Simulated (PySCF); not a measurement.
**Hf(3+): dipole response in ANO-RCC-VTZP**

How polarisable is Hf(3+) at the levels listed below?

Method: unrestricted determinants in a Gaussian basis, no spin-orbit coupling in the energies. Code: PySCF 2.14.0.

## Step 1: The system

* Element: hafnium (Z = 72)
* Basis: ANO-RCC-VTZP (8s7p5d3f2g1h, 104 functions)
* Hamiltonian: the spin-free X2C one-electron Hamiltonian (Gaussian nucleus)
* State 1: Hf(3+): [Xe] 4f14 5d1, 2D determinant
* Methods: BP86

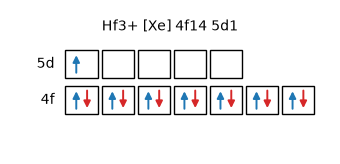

The shells outside the core, filled by Hund's rule for the drawing.

The runs were made by one driver on top of PySCF. The scripts below sum up each run's settings (the driver also hands on starting orbitals that pick excited configurations, and frozen orbitals as a list rather than a count), and the logs come from the driver's own runs. The driver starts from symmetry-adapted Hartree-Fock orbitals, holds the occupation by maximum overlap and uses a logarithmic radial grid for functionals, so a plain start would take other cycles.

The integrals over 104 functions and the set-up took 26 s of CPU time.

## Step 2: Hf(3+), at BP86

BP86:

Input file input.py:

```python
from pyscf import gto, scf, dft, mp, cc
import basis_set_exchange as bse
mol = gto.M(atom="Hf 0 0 0", charge=3, spin=1, symmetry="D2h",
            basis=gto.basis.parse(bse.get_basis("ANO-RCC-VTZP", elements=["Hf"], fmt="nwchem")),
            nucmod="G")
mf = dft.UKS(mol, xc="B88,P86").sfx2c1e()
mf.irrep_nelec = {'Ag': (9, 9), 'B1g': (3, 2), 'B2g': (2, 2), 'B3g': (2, 2), 'Au': (1, 1), 'B1u': (6, 6), 'B2u': (6, 6), 'B3u': (6, 6)}
mf.kernel()
```

Log:

```text
damping factor = 0
level_shift factor = 0
DIIS = <class 'pyscf.scf.diis.CDIIS'>
diis_start_cycle = 1
diis_space = 10
diis_damp = 0
SCF conv_tol = 1e-09
SCF conv_tol_grad = None
number electrons alpha = 35  beta = 34
XC functionals = B88,P86
    A. D. Becke.,  Phys. Rev. A 38, 3098 (1988)
    J. P. Perdew.,  Phys. Rev. B 33, 8822 (1986)
cycle= 1 E= -15078.4217129781  delta_E= -0.005  |g|= 0.662  |ddm|= 0.245
cycle= 2 E= -15078.3262890763  delta_E= 0.0954  |g|= 1.32  |ddm|= 0.268
cycle= 3 E= -15078.4548569334  delta_E= -0.129  |g|= 0.0184  |ddm|= 0.171
cycle= 4 E= -15078.4548964291  delta_E= -3.95e-05  |g|= 0.00326  |ddm|= 0.00506
cycle= 5 E= -15078.4548976168  delta_E= -1.19e-06  |g|= 4.29e-05  |ddm|= 0.000742
cycle= 6 E= -15078.4548976172  delta_E= -4e-10  |g|= 6.67e-06  |ddm|= 1.73e-05
converged SCF energy = -15078.4548976172  <S^2> = 0.75050723  2S+1 = 2.0005072
```

It used 18 s of CPU time after the integrals (shared host).

Orbital energies by shell (radii are means over both spins):

| shell | electrons | mean orbital energy (eV) | spread (eV) | rms radius (bohr) |
| --- | --- | --- | --- | --- |
| 1s β | 1 | -65102.2 | 0 | 0.0215 |
| 1s α | 1 | -65102.2 | 0 | 0.0215 |
| 2s α | 1 | -11158.4 | 0 | 0.0869 |
| 2s β | 1 | -11158.4 | 0 | 0.0869 |
| 2p α | 3 | -9833.1 | 0.061 | 0.0788 |
| 2p β | 3 | -9833.1 | 0.092 | 0.0788 |
| 3s α | 1 | -2565.0 | 0 | 0.223 |
| 3s β | 1 | -2565.0 | 0 | 0.223 |
| 3p α | 3 | -2166.7 | 0.157 | 0.224 |
| 3p β | 3 | -2166.7 | 0.174 | 0.224 |
| 3d α | 5 | -1680.8 | 0.134 | 0.204 |
| 3d β | 5 | -1680.8 | 0.189 | 0.204 |
| 4s α | 1 | -538.38 | 0 | 0.498 |
| 4s β | 1 | -538.35 | 0 | 0.498 |
| 4p α | 3 | -407.01 | 0.317 | 0.530 |
| 4p β | 3 | -406.99 | 0.361 | 0.530 |
| 4d α | 5 | -233.63 | 0.362 | 0.577 |
| 4d β | 5 | -233.60 | 0.456 | 0.577 |
| 5s α | 1 | -94.376 | 0 | 1.20 |
| 5s β | 1 | -93.978 | 0 | 1.20 |
| 5p α | 3 | -63.047 | 0.485 | 1.41 |
| 5p β | 3 | -62.505 | 1.027 | 1.41 |
| 4f α | 7 | -44.322 | 0.397 | 0.768 |
| 4f β | 7 | -44.220 | 0.517 | 0.768 |
| 5d α | 1 | -27.935 | 0 | 2.09 |

⟨S²⟩ = 0.751, ⟨L²⟩ = 6.00.

The driver then solved the coupled dipole response at imaginary frequencies: mean α = 6.071 bohr³ (xx, yy, zz: 7.048, 7.048, 4.118), C₆ = 28.52 au for a like pair.

Spin-orbit coupling, absent here, splits the open shell strongly.

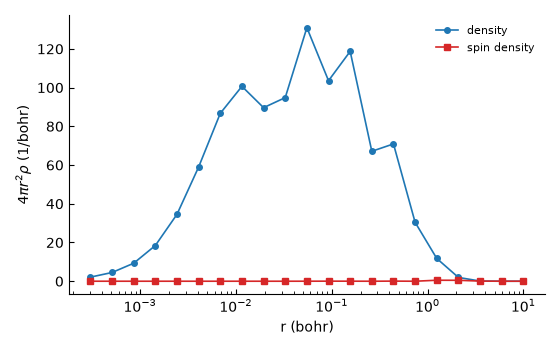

Radial density 4πr²ρ of Hf(3+) at BP86, without picture-change correction, at 21 stored radii joined by straight lines.

## Step 3: Polarisabilities and C₆

Hf(3+), in atomic units:

| method | mean α | C₆ (like pair) | S(−4) |
| --- | --- | --- | --- |
| BP86 | 6.071 | 28.52 | 21.75 |

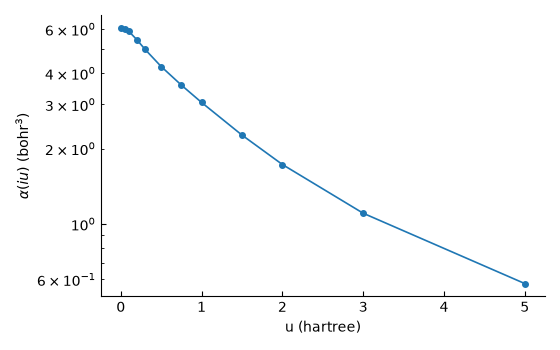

α(iu) of Hf(3+), the polarisability at imaginary frequency, on a logarithmic scale.

## Step 4: Outcome

| quantity | value |
| --- | --- |
| α of Hf(3+) | 6.071 (BP86) bohr³ |

**Reading.** A single London oscillator with the computed α and C₆ of Hf(3+) at BP86 would have ω = 4 C₆ / (3 α²) = 1.03 hartree. All values hold for this basis alone; no basis-set limit was taken.
